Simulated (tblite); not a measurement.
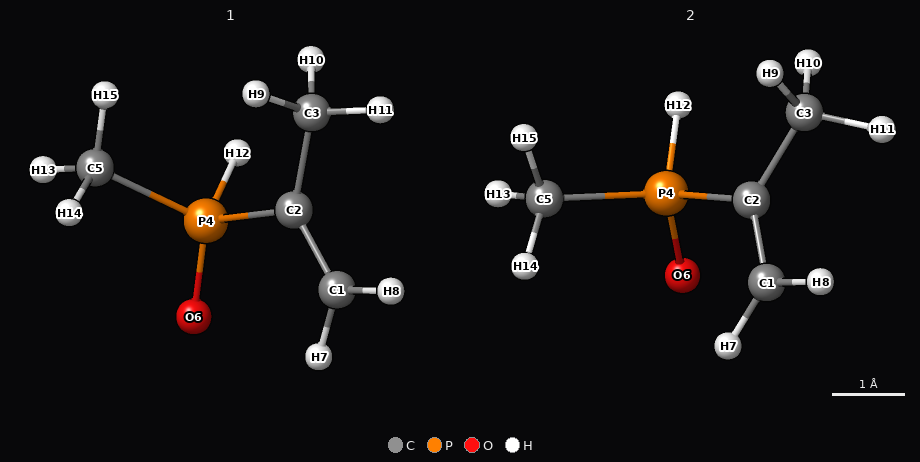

Two geometries of C₄H₉OP, drawn at one scale. One is the start of a relaxation, the other its converged end. Style: ball-and-stick. Shown at a tilt.

Computed with GFN2-xTB geometry optimisation, gas phase (tblite 0.8.0). 

### Which of the two is the end point?

Structure 1 is the relaxed one. The largest moves after the best rigid fit, 0.88 Å, are those of H7 and H15. Largest moves by element: H 0.88 Å, O 0.80 Å, C 0.53 Å, P 0.39 Å. Among the contacts that change: P4–O6 1.537 → 1.463 Å, C3–H11 1.138 → 1.088 Å, P4–C5 1.789 → 1.828 Å, C5–H13 1.127 → 1.089 Å. Bond angles that change, for instance: C2–P4–C5 114.1° → 106.9°, P4–C5–H14 114.3° → 107.8°, C2–P4–H12 109.0° → 102.6°. Groups turn about C2–P4 by about 45°. After 168 geometry steps the energy has fallen by 0.558 eV.
